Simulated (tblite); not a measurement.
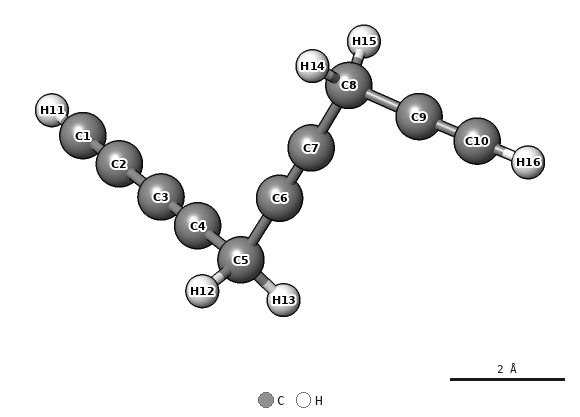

C10H6, before the relaxation. Style: ball-and-stick. Shown from a free direction.

The calculation used GFN2-xTB geometry optimisation, gas phase (tblite).

```xyz
16

C     5.2538   -0.8647   -0.2314
C     4.1662   -0.3517   -0.4516
C     2.9157    0.2508   -0.7087
C     1.8310    0.7639   -0.9406
C     0.5326    1.3859   -1.2033
C    -0.4202    0.8093   -0.2703
C    -1.2124    0.3496    0.5032
C    -2.1793   -0.2015    1.4757
C    -3.5150   -0.1631    0.8468
C    -4.6245   -0.1392    0.3483
H     6.1874   -1.3246   -0.0334
H     0.5848    2.5004   -1.0686
H     0.1818    1.1954   -2.2177
H    -2.2226    0.4365    2.3689
H    -1.9023   -1.2387    1.6658
H    -5.5846   -0.1318   -0.0946
```

**What does the optimiser find from here?**

After 21 geometry steps the energy has fallen by 4.73 kcal/mol. The atom that moves furthest after the best rigid fit is H11 (0.079 Å). Largest moves by element: H 0.079 Å, C 0.068 Å. Near-neighbour distances that change, for instance: C2–C3 1.412 → 1.359 Å, C5–H12 1.124 → 1.097 Å, C7–C8 1.478 → 1.454 Å, C1–C2 1.223 → 1.204 Å. Among the angles between lasting bonds that change: H14–C8–H15 114.9° → 108.6°, C7–C8–C9 107.6° → 110.7°, C4–C5–C6 107.3° → 110.4°.

Final geometry:

```xyz
16

C     5.1913   -0.8408   -0.2426
C     4.1244   -0.3289   -0.4653
C     2.9171    0.2453   -0.7100
C     1.8532    0.7650   -0.9411
C     0.5578    1.3669   -1.1842
C    -0.4329    0.8272   -0.2646
C    -1.2093    0.3585    0.5178
C    -2.1932   -0.1884    1.4384
C    -3.5192   -0.1690    0.8448
C    -4.6053   -0.1447    0.3445
H     6.1201   -1.2863   -0.0494
H     0.6281    2.4530   -1.0493
H     0.2457    1.1634   -2.2157
H    -2.2000    0.4048    2.3602
H    -1.9224   -1.2206    1.6882
H    -5.5628   -0.1288   -0.0832
```

After the run, drawn alike:

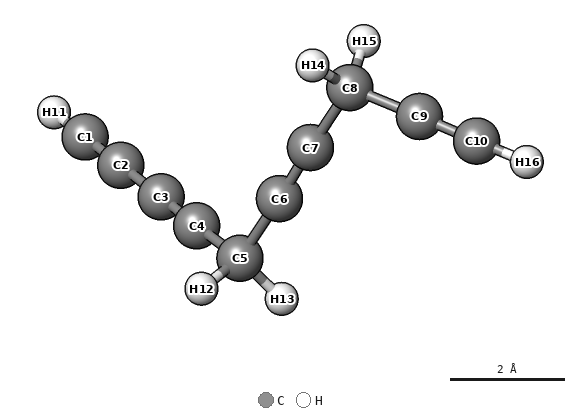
